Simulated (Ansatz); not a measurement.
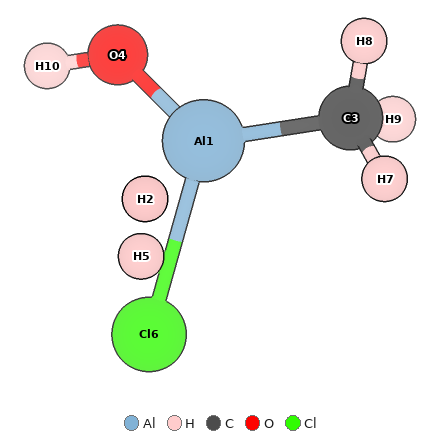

The system is the reacting system CH₆AlClO (fragments CH₅AlO + ClH where the first distance is long, CH₄AlClO + H₂ where the second is long); the picture shows the reference structure. 
- Coordinates scanned: (1) distance Al1–Cl6 (bond that forms); (2) distance H5–Cl6 (bond that breaks).
- Relaxed at each point: all other coordinates.
- The grid has 8 × 8 points.
- Points are written as (first, second).
- Energies are in kJ/mol, from the lowest grid point.
- Energies and slopes of some neighbouring points disagree (a jump in structure or state, or too coarse a mesh). The reference is spin-restricted, so regions where a bond is pulled apart into radicals lie too high.
- Method: RKS B3LYP-D4/def2-SVP (Ansatz).

Its coordinates:

```yaml
atoms:
  - { symbol: Al, position_ang: [-0.3239, -0.0381, 0.2507] }
  - { symbol: H, position_ang: [1.0914, 0.7504, 1.4300] }
  - { symbol: C, position_ang: [0.2361, 0.2373, -1.5716] }
  - { symbol: O, position_ang: [-1.8497, 0.3015, 0.8943] }
  - { symbol: H, position_ang: [1.1472, -0.2173, 1.5712] }
  - { symbol: Cl, position_ang: [0.8970, -1.9575, 1.5118] }
  - { symbol: H, position_ang: [1.3287, 0.1486, -1.6736] }
  - { symbol: H, position_ang: [-0.0703, 1.2363, -1.9225] }
  - { symbol: H, position_ang: [-0.2309, -0.5117, -2.2321] }
  - { symbol: H, position_ang: [-2.2256, 0.0504, 1.7419] }
```

Range: distance Al1–Cl6 (bond that forms) from 2.007 to 3.207 Å; distance H5–Cl6 (bond that breaks) from 1.197 to 2.397 Å.

Question: Predict the map.

Answer: The lowest grid point is at (2.112 Å, 2.397 Å). It lies in a valley that leaves the map towards separated partners. Other grid points that lie below all their neighbours: (2.795 Å, 1.302 Å) (126 kJ/mol higher). The highest grid point, (2.007 Å, 1.197 Å), lies 256 kJ/mol above the lowest.

```csv
"second ↓, first →",2.007,2.112,2.258,2.423,2.603,2.795,2.997,3.207
2.397,13,0,9,39,82,130,177,222
2.187,25,11,19,47,88,134,179,219
1.985,48,32,37,62,99,140,179,212
1.793,83,64,65,84,114,145,174,197
1.613,133,109,101,110,127,146,162,175
1.448,193,160,139,133,134,139,143,147
1.302,249,203,165,141,130,126,127,129
1.197,256,207,168,158,147,143,143,146
```

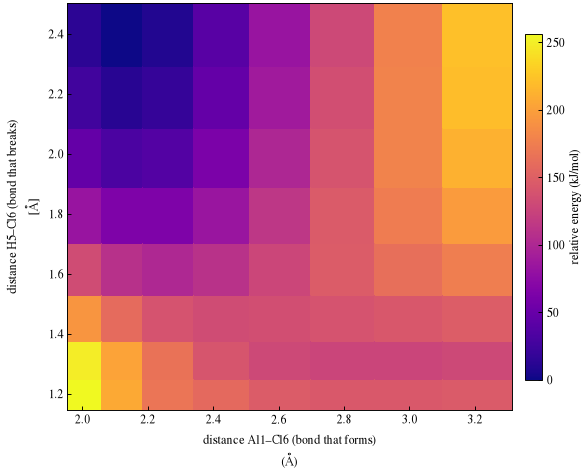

The picture shows one coloured cell a grid point.

Each point was launched as `ansatz run input.yaml --threads 1 --pin off --max-ram 2560MiB --backend cpu --events-out ev --progress --plain --runs-dir out`. The whole map (64 points run) took 19 min on 1 thread of Arm Neoverse V2, on a shared host.
